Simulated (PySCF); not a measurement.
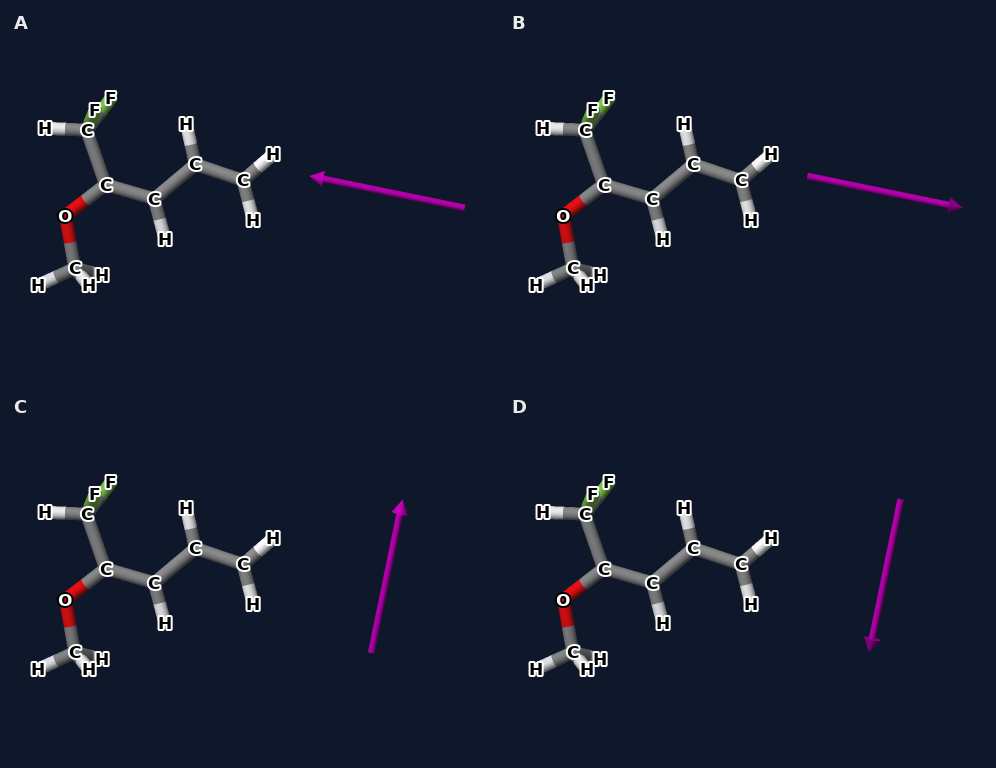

The same molecule four times, each with an arrow. Computed geometry: GFN2-xTB optimisation. No frequency run is at hand to confirm it as a minimum. Method: PBE0/pcSseg-1, gas phase (PySCF 2.14.0).

### Which arrow points along the dipole moment, from the negative to the positive end?

D. The dipole moment is 3.08 D.
